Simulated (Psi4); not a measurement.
**UHSE06/def2-SVPD run of C2H6B (SMILES [BH]CC)**

What is the vertical doublet–quartet gap of C2H6B at UHSE06/def2-SVPD? Input form: a Python script.

Program for the calculation: Psi4 1.11.

## 1. The system as given

C2H6B has 9 atoms, charge 0, and is taken as a doublet. SMILES: `[BH]CC`. The shape is that of a PBE0-D4/def2-TZVP optimisation. This is one conformer, not always the lowest.

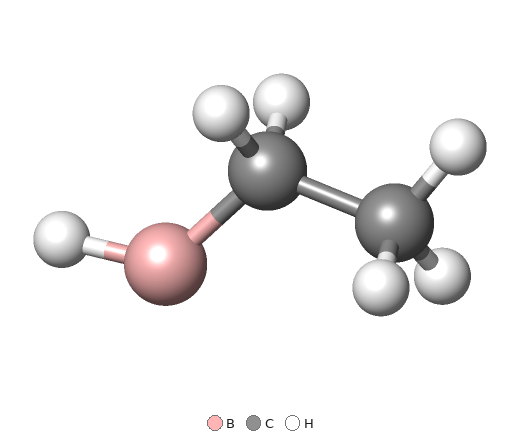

The structure, seen from a chosen angle (boron pink, carbon grey, hydrogen white).

## 2. Energy and gradient at UHSE06/def2-SVPD

The input, job.py:

```python
import psi4

psi4.set_memory(1600000000)
psi4.set_num_threads(1)
psi4.set_output_file('c2h6b.out', False)

mol = psi4.geometry("""
0 2
B     -2.67452938     0.97755532    -1.17843321
C      0.14645377     0.65554599    -0.56805167
C      0.95374478    -1.38233466     1.30126541
H     -3.61995936     2.47024999    -2.58949171
H      1.09736396     0.39873221    -2.40599930
H      0.80993662     2.53450068     0.04629829
H      3.00145200    -1.41011363     1.56620501
H      0.37284296    -3.25221866     0.65025476
H      0.07974644    -1.07903362     3.14563811
units bohr
symmetry c1
no_reorient
no_com
""")

psi4.set_options({
    'basis': 'def2-SVPD',
    'reference': 'uks',
    'puream': True,
    'e_convergence': 1e-09,
    'd_convergence': 1e-08,
    'scf_type': 'pk',
    'dft_radial_points': 99,
    'dft_spherical_points': 590,
    'maxiter': 200,
})

e_tot, wfn = psi4.gradient('hse06', return_wfn=True)
psi4.oeprop(wfn, 'DIPOLE', 'LOWDIN_CHARGES', 'WIBERG_LOWDIN_INDICES', title='HSE06')
print('gradient / Eh bohr^-1')
print(e_tot.np.round(6))
print(f'energy = {wfn.energy():.10f} Eh')
for k, v in sorted(psi4.core.scalar_variables().items()):
    print(f'{k:45s} {v:18.10f}')
```

Started as:

```console
$ python job.py
```

c2h6b.out:

```text
[...]
  Running in c1 symmetry.
[...]
  Nuclear repulsion =   63.154065296071636
[...]
  Multiplicity = 2
[...]
  Nalpha       = 12
  Nbeta        = 11
[...]
    Number of basis functions: 108
[...]
   @UKS iter   1:  -104.07431956485625   -2.73741e-01   6.82380e-03 ADIIS/DIIS
[...]
   @UKS iter  12:  -104.37611911463657    4.14957e-12   2.69984e-09 DIIS
[...]
   @S^2 Observed:                7.519402635E-01
[...]
    Orbital Energies [Eh]
    ---------------------
    Alpha Occupied:
       1A    -10.215057     2A    -10.212919     3A     -6.803080
       4A     -0.766626     5A     -0.631798     6A     -0.470144
       7A     -0.446396     8A     -0.423442     9A     -0.373148
      10A     -0.351024    11A     -0.328466    12A     -0.185821
    Alpha Virtual:
      13A     -0.070020    14A      0.015384    15A      0.044032
      16A      0.051816    17A      0.080568    18A      0.087282
      19A      0.104864    20A      0.109176    21A      0.122153
      22A      0.149418    23A      0.152278    24A      0.153303
      25A      0.170810    26A      0.179015    27A      0.184020
[...]
  @UKS Final Energy:  -104.37611911463657
   => Energetics <=
    Nuclear Repulsion Energy =             63.1540652960716358
    One-Electron Energy =                -263.3361856178697167
    Two-Electron Energy =                 109.0215782869349965
    DFT Exchange-Correlation Energy =     -13.2155770797734622
    Empirical Dispersion Energy =           0.0000000000000000
    VV10 Nonlocal Energy =                  0.0000000000000000
    Total Energy =                       -104.3761191146365661
[...]
  -Total Gradient:
     Atom            X                  Y                   Z
    ------   -----------------  -----------------  -----------------
       1        0.000380368429     0.002012186969    -0.001706752485
       2        0.001051791285     0.003193789276    -0.002625402802
       3        0.000738049572    -0.002440527423     0.002196602926
       4        0.002192898655    -0.002933540598     0.002813033951
       5       -0.001682866604     0.000169265316     0.003637627658
       6       -0.001166101584    -0.003754729970    -0.000869160806
       7       -0.004509915466     0.000104614928    -0.000608724754
       8        0.001174866631     0.004224702772     0.001342955633
       9        0.001832751054    -0.000569760265    -0.004184009321
[...]
 Multipole Moments:
 ------------------------------------------------------------------------------------
     Multipole            Electronic (a.u.)      Nuclear  (a.u.)        Total (a.u.)
 ------------------------------------------------------------------------------------
 L = 1.  Multiply by 2.5417464519 to convert [e a0] to [Debye]
 Dipole X            :          5.4833641           -5.0300730            0.4532911
 Dipole Y            :         -0.0725489            0.1891616            0.1166127
 Dipole Z            :          1.0314050           -1.0799784           -0.0485734
 Magnitude           :                                                    0.4705643
[...]
```

The script printed:

```text
gradient / Eh bohr^-1
[[ 0.00038   0.002012 -0.001707]
 [ 0.001052  0.003194 -0.002625]
 [ 0.000738 -0.002441  0.002197]
 [ 0.002193 -0.002934  0.002813]
 [-0.001683  0.000169  0.003638]
 [-0.001166 -0.003755 -0.000869]
 [-0.00451   0.000105 -0.000609]
 [ 0.001175  0.004225  0.001343]
 [ 0.001833 -0.00057  -0.004184]]
energy = -104.3761191146 Eh
CURRENT ENERGY                                   -104.3761191146
CURRENT REFERENCE ENERGY                         -104.3761191146
DD SOLVATION ENERGY                                 0.0000000000
DFT FUNCTIONAL TOTAL ENERGY                      -104.3761191146
DFT TOTAL ENERGY                                 -104.3761191146
DFT VV10 ENERGY                                     0.0000000000
DFT XC ENERGY                                     -13.2155770798
GRID ELECTRONS ALPHA                               11.9999998586
GRID ELECTRONS BETA                                10.9999998403
GRID ELECTRONS TOTAL                               22.9999996989
NUCLEAR REPULSION ENERGY                           63.1540652961
ONE-ELECTRON ENERGY                              -263.3361856179
PCM POLARIZATION ENERGY                             0.0000000000
PE ENERGY                                           0.0000000000
SCF ITERATION ENERGY                             -104.3761191146
SCF ITERATIONS                                     12.0000000000
SCF TOTAL ENERGY                                 -104.3761191146
TWO-ELECTRON ENERGY                               109.0215782869
XC GRID RADIAL POINTS                              99.0000000000
XC GRID SPHERICAL POINTS                          590.0000000000
XC GRID TOTAL POINTS                           501128.0000000000
```

Wall time 65 s (1 thread of Intel Xeon 6975P-C (Granite Rapids), shared host); peak memory 0.73 GiB.

## 3. The quartet at the same level

The input, run.py:

```python
import psi4

psi4.set_memory(1600000000)
psi4.set_num_threads(1)
psi4.set_output_file('c2h6b.out', False)

m = psi4.geometry("""
0 4
B     -1.415300     0.517300    -0.623600
C      0.077500     0.346900    -0.300600
C      0.504700    -0.731500     0.688600
H     -1.915600     1.307200    -1.370300
H      0.580700     0.211000    -1.273200
H      0.428600     1.341200     0.024500
H      1.588300    -0.746200     0.828800
H      0.197300    -1.721000     0.344100
H      0.042200    -0.571000     1.664600
symmetry c1
""")

psi4.set_options({
    'basis': 'def2-SVPD',
    'reference': 'uks',
    'puream': True,
    'e_convergence': 1e-09,
    'd_convergence': 1e-08,
    'scf_type': 'pk',
    'dft_radial_points': 99,
    'dft_spherical_points': 590,
    'maxiter': 200,
})

E, wfn = psi4.gradient('hse06', return_wfn=True)
psi4.oeprop(wfn, 'QUADRUPOLE', 'DIPOLE', 'MULLIKEN_CHARGES', title='HSE06')
print('gradient / Eh bohr^-1')
print(E.np.round(6))
print(f'energy = {wfn.energy():.10f} Eh')
for k, v in sorted(psi4.core.scalar_variables().items()):
    print(f'{k:45s} {v:18.10f}')
```

Started as:

```console
$ python run.py
```

c2h6b.out, cut to the lines that bear on the results:

```text
[...]
  Running in c1 symmetry.
[...]
  Nuclear repulsion =   63.154065235926765
[...]
  Multiplicity = 4
[...]
  Nalpha       = 13
  Nbeta        = 10
[...]
    Number of basis functions: 108
[...]
   @UKS iter   1:  -103.91218624320234   -1.11608e-01   6.15888e-03 DIIS/ADIIS
[...]
   @UKS iter  14:  -104.18208378173054    2.09184e-11   5.90391e-09 DIIS
[...]
   @S^2 Observed:                3.753323798E+00
[...]
  @UKS Final Energy:  -104.18208378173054
   => Energetics <=
    Nuclear Repulsion Energy =             63.1540652359267654
    One-Electron Energy =                -262.6165881601858700
    Two-Electron Energy =                 108.4625399436448845
    DFT Exchange-Correlation Energy =     -13.1821008011163130
    Empirical Dispersion Energy =           0.0000000000000000
    VV10 Nonlocal Energy =                  0.0000000000000000
    Total Energy =                       -104.1820837817305403
[...]
  -Total Gradient:
     Atom            X                  Y                   Z
    ------   -----------------  -----------------  -----------------
       1        0.083441129537     0.043084503089    -0.027778927011
       2       -0.112335456919    -0.014574192952    -0.000431779081
       3        0.044880946925    -0.002459906807     0.007406970825
       4       -0.008825409335    -0.024625426703     0.020428677669
       5        0.001805630866     0.006191060846     0.005117827816
       6        0.003157784752    -0.003940079246    -0.006510974037
       7       -0.011262505920    -0.007818185425     0.005491038037
       8       -0.000877050233     0.005375335244     0.001929842672
       9        0.000021883365    -0.001218326454    -0.005664742162
[...]
 Multipole Moments:
 ------------------------------------------------------------------------------------
[...]
  Mulliken Charges: (a.u.)
   Center  Symbol    Alpha    Beta     Spin     Total
       1     B     3.90385  1.66335  2.24049 -0.56720
       2     C     3.25152  2.92879  0.32274 -0.18031
       3     C     2.93943  2.87742  0.06201  0.18315
       4     H     0.46041  0.22101  0.23940  0.31859
       5     H     0.49883  0.46882  0.03001  0.03235
       6     H     0.49886  0.46881  0.03005  0.03233
       7     H     0.48622  0.40600  0.08022  0.10779
       8     H     0.48042  0.48290 -0.00247  0.03668
       9     H     0.48046  0.48291 -0.00245  0.03662
   Total alpha = 13.00000, Total beta = 10.00000, Total charge = -0.00000
```

Standard output:

```text
gradient / Eh bohr^-1
[[ 8.34410e-02  4.30850e-02 -2.77790e-02]
 [-1.12335e-01 -1.45740e-02 -4.32000e-04]
 [ 4.48810e-02 -2.46000e-03  7.40700e-03]
 [-8.82500e-03 -2.46250e-02  2.04290e-02]
 [ 1.80600e-03  6.19100e-03  5.11800e-03]
 [ 3.15800e-03 -3.94000e-03 -6.51100e-03]
 [-1.12630e-02 -7.81800e-03  5.49100e-03]
 [-8.77000e-04  5.37500e-03  1.93000e-03]
 [ 2.20000e-05 -1.21800e-03 -5.66500e-03]]
energy = -104.1820837817 Eh
CURRENT ENERGY                                   -104.1820837817
CURRENT REFERENCE ENERGY                         -104.1820837817
DD SOLVATION ENERGY                                 0.0000000000
DFT FUNCTIONAL TOTAL ENERGY                      -104.1820837817
DFT TOTAL ENERGY                                 -104.1820837817
DFT VV10 ENERGY                                     0.0000000000
DFT XC ENERGY                                     -13.1821008011
GRID ELECTRONS ALPHA                               12.9999996795
GRID ELECTRONS BETA                                 9.9999998916
GRID ELECTRONS TOTAL                               22.9999995711
NUCLEAR REPULSION ENERGY                           63.1540652359
ONE-ELECTRON ENERGY                              -262.6165881602
PCM POLARIZATION ENERGY                             0.0000000000
PE ENERGY                                           0.0000000000
SCF ITERATION ENERGY                             -104.1820837817
SCF ITERATIONS                                     14.0000000000
SCF TOTAL ENERGY                                 -104.1820837817
TWO-ELECTRON ENERGY                               108.4625399436
XC GRID RADIAL POINTS                              99.0000000000
XC GRID SPHERICAL POINTS                          590.0000000000
XC GRID TOTAL POINTS                           501122.0000000000
```

It took 69 s on 1 thread of Intel Xeon 6975P-C (Granite Rapids), shared host; peak memory 0.73 GiB.

## 4. Summary of results

At UHSE06/def2-SVPD:

```
                                        quantity          value
                           doublet: total energy  -104.37612 Eh
                          doublet: dipole moment         1.20 D
     doublet: HOMO energy (highest over α and β)       -5.06 eV
      doublet: LUMO energy (lowest over α and β)       -1.91 eV
                                   doublet: ⟨S²⟩          0.752
               doublet: largest force on an atom     0.237 eV/Å
                           quartet: total energy  -104.18208 Eh
                          quartet: dipole moment         3.17 D
     quartet: HOMO energy (highest over α and β)       -3.61 eV
                                   quartet: ⟨S²⟩          3.753
               quartet: largest force on an atom     5.825 eV/Å
vertical energy of the quartet above the doublet       5.280 eV
```

In words: At this shape the quartet lies 5.28 eV (509 kJ/mol) above the doublet. Mulliken charges (quartet) run from -0.57 on B1 to +0.32 on H4; in a basis this large or diffuse they mean little.
